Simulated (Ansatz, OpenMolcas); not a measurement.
## A ladder of methods for LiI (Lithium Iodide)

The species is LiI (2 atoms), meant as a singlet with charge 0. As SMILES, `[Li][I]`. The bond length is the measured one.

```xyz
2

Li    0.0000    0.0000    0.0000
I     0.0000    0.0000    2.3919
```

Each level gives the energy change with the Li1–I2 bond stretched from 2.392 to 4.306 Å (eV). The values are calculated.

| level | kind | program | value (eV) | CPU time (all runs) |
| --- | --- | --- | --- | --- |
| SVWN5/def2-TZVPPD (core potential) (restricted) | LDA | OpenMolcas | 2.20 | 18 s |
| PBE/def2-TZVPPD (core potential) (restricted) | GGA | Ansatz | 2.09 | 12 s |
| M06-L/def2-TZVPPD (core potential) (restricted) | meta-GGA | OpenMolcas | 1.92 | 27 s |
| BHLYP/def2-TZVPPD (core potential) (restricted) | global hybrid | Ansatz | 2.27 | 9.1 s |
| M06-2X/def2-TZVPPD (core potential) (restricted) | hybrid meta-GGA | OpenMolcas | 2.27 | 23 s |
| CAM-B3LYP/def2-TZVPPD (core potential) (restricted) | range-separated hybrid | Ansatz | 2.28 | 11 s |
| RPA@PBE0/def2-TZVPPD (core potential) (restricted) | RPA | Ansatz | 2.17 | 15 s |
| MP2/def2-TZVPPD (core potential) (restricted) | perturbation theory | OpenMolcas | 2.22 | 7.8 s |

The first shape isn't each level's own minimum. The values span 1.92 to 2.28 eV. In the correlated wave-function rows the outer d shell of I is correlated, in sets not made for it. CPU times are rough (shared hosts, several kinds of processor): they show what a rung costs within a factor of a few.

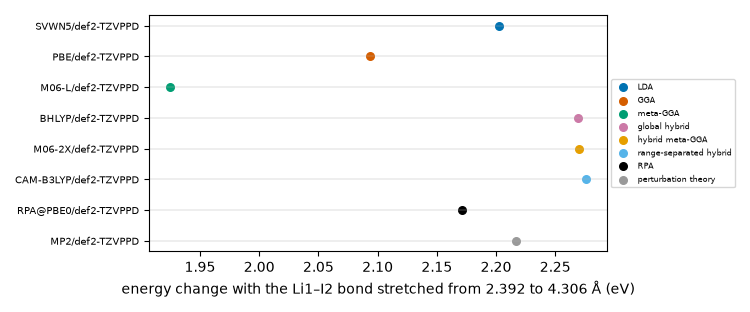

The values of the table, level by level.
